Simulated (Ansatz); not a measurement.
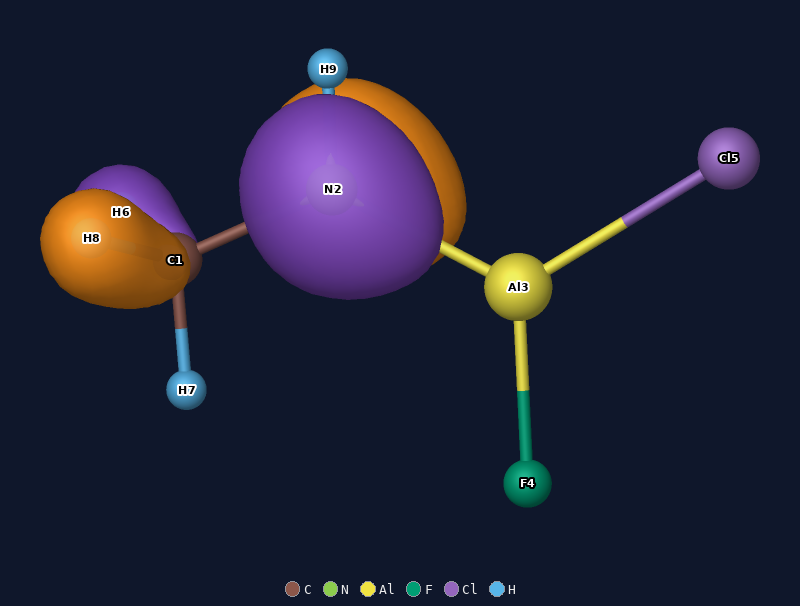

CH$_{4}$AlClFN. The HOMO at ±0.2 Å⁻³ᐟ² (orange and purple are the two phases), seen across its widest extent.

Geometry: PBE0-D4/def2-TZVP.

Method: Ansatz, RKS PBE0-D4/def2-TZVPP.

```xyz
9

C    -1.1683   -0.4942   -0.3904
N     0.1748    0.0380   -0.5164
Al    1.2654    0.5314    0.7568
F     0.7916    0.4120    2.3247
Cl    3.1604    1.2702    0.3188
H    -1.2530   -1.5006   -0.8150
H    -1.4448   -0.5616    0.6635
H    -1.9110    0.1433   -0.8825
H     0.4735    0.1152   -1.4766
```

What is the character of this orbital?

Its weight (Hirshfeld) is mainly on N2 (about 60 %) and C1 (about 10 %). Its energy is −7.27 eV.
